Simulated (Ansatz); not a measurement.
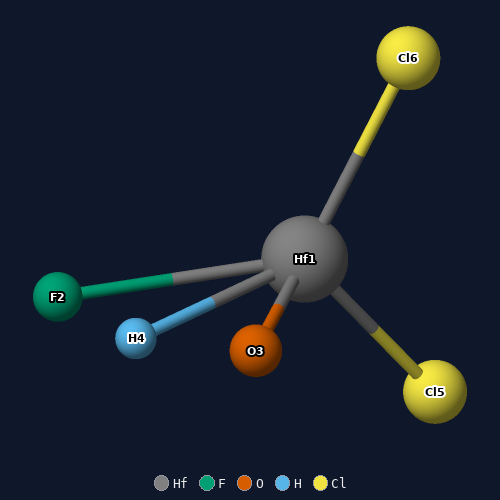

The system is the reacting system Cl₂FHHfO; the picture shows the reference structure. The first coordinate is: distance F2–H4 (bond that forms); the second: distance O3–H4 (bond that breaks). Relaxed at each point: all other coordinates. The grid has 7 × 7 points. Points are written as (first, second). Energies: kJ/mol, counted from the lowest grid point. The reference is spin-restricted, so regions where a bond is pulled apart into radicals lie too high. All numbers below come from RKS B3LYP-D4/def2-SVP (Ansatz).

Its coordinates:

```csv
atom,x (Å),y (Å),z (Å)
Hf,-0.4664,0.0893,0.3211
F,0.7439,-1.6612,-1.0714
O,1.1008,0.6178,-0.4545
H,1.2051,-0.5509,-0.9494
Cl,-2.2798,1.3398,-0.5170
Cl,-0.3037,0.1652,2.6711
```

Range: distance F2–H4 (bond that forms) from 0.819 to 2.319 Å; distance O3–H4 (bond that breaks) from 0.873 to 2.073 Å.

What landscape does the calculation give?

Answer. The lowest grid point is at (2.319 Å, 1.001 Å). It lies at the edge of the scanned range, so the true minimum may lie outside. The highest grid point, (0.819 Å, 0.873 Å), lies 890 kJ/mol above the lowest.

```csv
"second ↓, first →",0.819,0.979,1.199,1.450,1.723,2.013,2.319
2.073,292,230,295,382,433,454,462
1.828,298,225,268,331,364,376,378
1.596,313,221,235,268,282,282,278
1.378,353,230,202,198,189,176,166
1.177,445,268,181,134,101,76,60
1.001,627,370,206,113,57,22,0
0.873,890,541,302,171,99,56,30
```

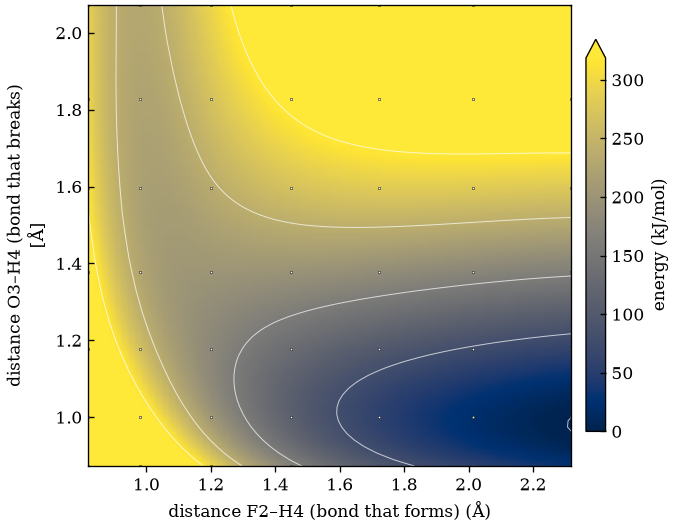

Drawn: a smooth colour map with a few white contour lines, dots at the grid points, one colour for all values above the top of the scale. Between grid points the surface is interpolated.

Time for the 49 points that were run: 17 min on 1 thread of Arm Neoverse V2 (shared host).
